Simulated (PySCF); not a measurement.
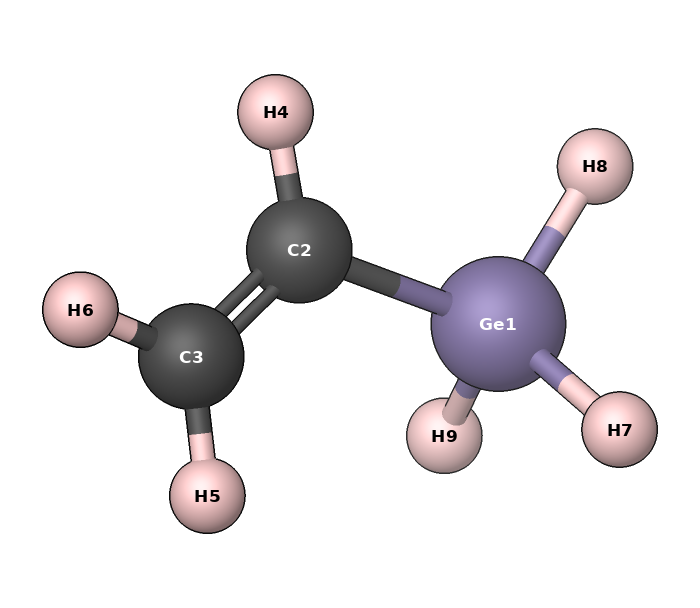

The geometry was computed by an optimisation with PBE0-D3(BJ)/def2-SVP. No frequency run is at hand to confirm it as a minimum. Properties computed with delta-SCF UKS SCAN, pcX-2 on the ionised atom (unc-x2c-TZVPall on a metal), pcseg-1 elsewhere, spin-free X2C (PySCF 2.14.0).

Give the core-electron binding energies (to vacuum) of C2 1s, C3 1s.

```csv
atom,level,binding energy (eV)
C2,1s,290.3
C3,1s,290.5
```
